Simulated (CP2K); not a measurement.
# GFN1-xTB run of SiN2H5OF (SMILES N[Si](N)(O)F)

What is the energy change on altering one bond length of SiN2H5OF at GFN1-xTB? 

The calculation is run with CP2K 2026.2.

2 further runs of the same task are left out: 2 set aside as unsound or not needed. Runs told in other sessions of the task aren't counted.

### 1 The molecule

SiN2H5OF has 10 atoms, charge 0, and is taken as a singlet. SMILES: `N[Si](N)(O)F`. Geometry: relaxed at PBE0-D4/def2-TZVP. This is one conformer, not always the lowest.

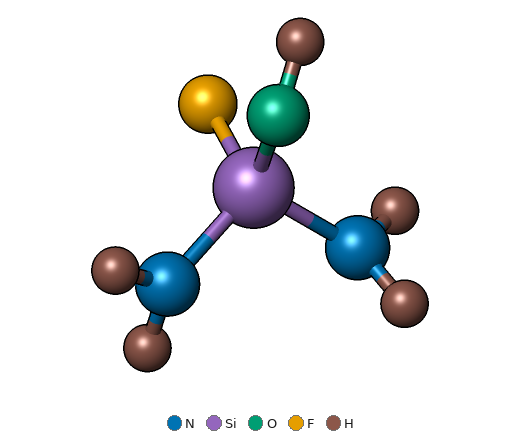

Viewed from a chosen angle; nitrogen blue, silicon purple, oxygen teal, fluorine amber, hydrogen brown.

### 2 The energy at GFN1-xTB

File molecule.inp:

```
&GLOBAL
  PROJECT molecule
  RUN_TYPE ENERGY
  PRINT_LEVEL MEDIUM
&END

&FORCE_EVAL
  METHOD QUICKSTEP
  &DFT
    ! Quickstep
    &QS
      METHOD XTB
      EPS_DEFAULT 1.0E-10
      &XTB
        GFN_TYPE TBLITE
        &TBLITE
          METHOD GFN1
        &END
        CHECK_ATOMIC_CHARGES F
      &END
    &END
    ! isolated system
    &POISSON
      PERIODIC NONE
      POISSON_SOLVER ANALYTIC
    &END
    ! self-consistent field
    &SCF
      SCF_GUESS ATOMIC
      EPS_SCF 1.0E-06
      MAX_SCF 150
      ADDED_MOS 8
      &DIAGONALIZATION
        ALGORITHM STANDARD
      &END
      &MIXING
        METHOD DIRECT_P_MIXING
        ALPHA 0.4
      &END
      &SMEAR ON
        METHOD FERMI_DIRAC
        ELECTRONIC_TEMPERATURE [K] 300
      &END
    &END
    ! extra output
    &PRINT
      &MOMENTS
        PERIODIC F
        REFERENCE COM
        MAX_MOMENT 1
      &END
      &MO ON
        ENERGIES T
        OCCUPATION_NUMBERS T
        NDIGITS 6
        &EACH
          QS_SCF 0
        &END
        ADD_LAST NUMERIC
      &END
      &HIRSHFELD OFF
      &END
    &END
  &END
  &SUBSYS
    &CELL
      ABC 15.4 16.3 15.5
      PERIODIC NONE
    &END
    &COORD
      SCALED T
      N    0.44895779   0.58423006   0.48724194
      Si   0.48007468   0.48657362   0.46959677
      N    0.44422403   0.42714417   0.55192581
      O    0.58446429   0.49387423   0.45109355
      F    0.43999026   0.44174540   0.38648065
      H    0.38970455   0.59819939   0.50995806
      H    0.47898377   0.63187423   0.45890000
      H    0.42782792   0.36812577   0.54246129
      H    0.46044481   0.43888650   0.61351935
      H    0.61029545   0.45108282   0.41742903
    &END
  &END
&END
```

On the command line:

```
$ OMP_NUM_THREADS=1 cp2k.psmp -i molecule.inp > molecule.out 2>&1
```

The log of the run:

```text
CP2K| version string:                                       CP2K version 2026.2
[...]
 GLOBAL| Method name                                                        CP2K
[...]
 GLOBAL| Run type                                                         ENERGY
[...]
                             - Atoms:                                         10
[...]
                             - Spherical basis functions:                     35
[...]
 Number of electrons:                                                         32
[...]
  *** SCF run converged in    17 steps ***
[...]
  Fermi energy:                                                -0.15225985397043
[...]
 TB_DIPOLE| Moment [Debye]          0.14725574      -0.15586669       1.16892354
 TB_DIPOLE| Derivative [a.u.]       0.00000000       0.00000000       0.00000000
[...]
 ENERGY| Total FORCE_EVAL ( QS ) energy [hartree]            -21.013052872235075
[...]
```

Wall time 0.44 s (1 thread of Arm Neoverse N1, shared host); peak memory 0.14 GiB.

### 3 The distorted shape

File calc.inp:

```
&GLOBAL
   PROJECT calc
   RUN_TYPE ENERGY
   PRINT_LEVEL MEDIUM
&END GLOBAL

&FORCE_EVAL
   METHOD QUICKSTEP
   &DFT
      &QS
         METHOD XTB
         EPS_DEFAULT 1.0E-10
         &XTB
            GFN_TYPE TBLITE
            &TBLITE
               METHOD GFN1
            &END TBLITE
            CHECK_ATOMIC_CHARGES F
         &END XTB
      &END QS
      # no periodic images
      &POISSON
         PERIODIC NONE
         POISSON_SOLVER ANALYTIC
      &END POISSON
      &SCF
         SCF_GUESS ATOMIC
         EPS_SCF 1.0E-06
         MAX_SCF 150
         ADDED_MOS 8
         &DIAGONALIZATION
            ALGORITHM STANDARD
         &END DIAGONALIZATION
         &MIXING
            METHOD DIRECT_P_MIXING
            ALPHA 0.4
         &END MIXING
         &SMEAR ON
            METHOD FERMI_DIRAC
            ELECTRONIC_TEMPERATURE [K] 300
         &END SMEAR
      &END SCF
      &PRINT
         &MOMENTS
            PERIODIC F
            REFERENCE COM
            MAX_MOMENT 1
         &END MOMENTS
         &MO ON
            ENERGIES T
            OCCUPATION_NUMBERS T
            NDIGITS 6
            &EACH
               QS_SCF 0
            &END EACH
            ADD_LAST NUMERIC
         &END MO
         &HIRSHFELD OFF
         &END HIRSHFELD
      &END PRINT
   &END DFT
   &SUBSYS
      # box in angstrom
      &CELL
         ABC 15.9 16.3 15.7
         PERIODIC NONE
      &END CELL
      &COORD
         SCALED T
         N    0.43555094   0.58423006   0.49206962
         Si   0.46568931   0.48657362   0.47464924
         N    0.43096604   0.42714417   0.55592949
         O    0.56679623   0.49387423   0.45638172
         F    0.42686541   0.44174540   0.39259191
         H    0.37816101   0.59819939   0.51449637
         H    0.46463270   0.63187423   0.46408873
         H    0.41508553   0.36812577   0.54658554
         H    0.44667673   0.43888650   0.61673841
         H    0.62183899   0.39973104   0.38326159
      &END COORD
   &END SUBSYS
&END FORCE_EVAL
```

On the command line:

```
$ OMP_NUM_THREADS=1 cp2k.psmp -i calc.inp -o calc.out
```

The log of the run:

```text
CP2K| version string:                                       CP2K version 2026.2
[...]
 GLOBAL| Method name                                                        CP2K
[...]
 GLOBAL| Run type                                                         ENERGY
[...]
                             - Atoms:                                         10
[...]
                             - Spherical basis functions:                     35
[...]
 Number of electrons:                                                         32
[...]
  *** SCF run converged in    33 steps ***
[...]
  Fermi energy:                                                -0.39695365944251
[...]
 TB_DIPOLE| Moment [Debye]         -0.52006716      -0.45434082       1.26943550
 TB_DIPOLE| Derivative [a.u.]       0.00000000       0.00000000       0.00000000
[...]
 ENERGY| Total FORCE_EVAL ( QS ) energy [hartree]            -20.828935464703846
[...]
```

Wall time 0.48 s (1 thread of Arm Neoverse N1, shared host); peak memory 0.14 GiB.

### 4 Outcome

At GFN1-xTB:

| quantity | value |
| --- | --- |
| first shape: total energy | -21.01305 Eh |
| first shape: dipole moment (from atomic charges alone) | 1.19 D |
| first shape: HOMO energy | -10.78 eV |
| first shape: LUMO energy | -3.27 eV |
| first shape: HOMO–LUMO gap | 7.52 eV |
| first shape: dispersion energy | -7.59 kJ/mol |
| distorted shape: total energy | -20.82894 Eh |
| distorted shape: dipole moment (from atomic charges alone) | 1.45 D |
| distorted shape: HOMO energy | -10.94 eV |
| distorted shape: LUMO energy | -10.67 eV |
| distorted shape: HOMO–LUMO gap | 0.27 eV |
| distorted shape: dispersion energy | -7.90 kJ/mol |
| energy change with the O4–H10 bond stretched from 0.958 to 2.107 Å | 5.010 eV |

One bond (distorted shape) is far stretched, which a spin-restricted single reference describes badly. With the O4–H10 bond stretched from 0.958 to 2.107 Å the energy rises by 5.01 eV (483 kJ/mol). The first shape isn't relaxed at this level, so the change isn't measured from a minimum. A restricted reference can't describe the breaking bond well at this length. The dipole (first shape) comes from point charges on the atoms alone, without atomic dipoles, so it is partial. The dipole (distorted shape) comes from point charges on the atoms alone, without atomic dipoles, so it is partial.
